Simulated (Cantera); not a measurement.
Input: 1 mol CaF2, 0.16 mol HF, 0.94 mol H2, equilibrated at 1398.15 K.

Equilibrium computed with Cantera from the NASA thermochemical tables; the gas is ideal and each condensed phase is pure. Candidate condensed phases: Ca, CaF2; 15 gas species. The numbers say what is thermodynamically allowed, not how fast it happens.

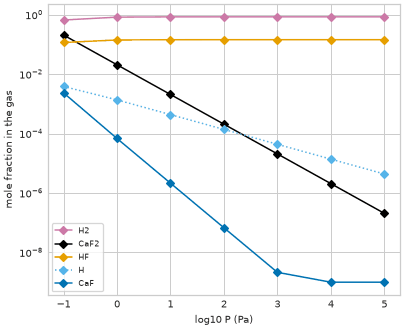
Equilibrium gas composition (values under 1e-9 drawn at 1e-9)

From 0.100 Pa to 100000 Pa the condensed part is CaF2(s). The main Ca-bearing gas is CaF2 throughout.
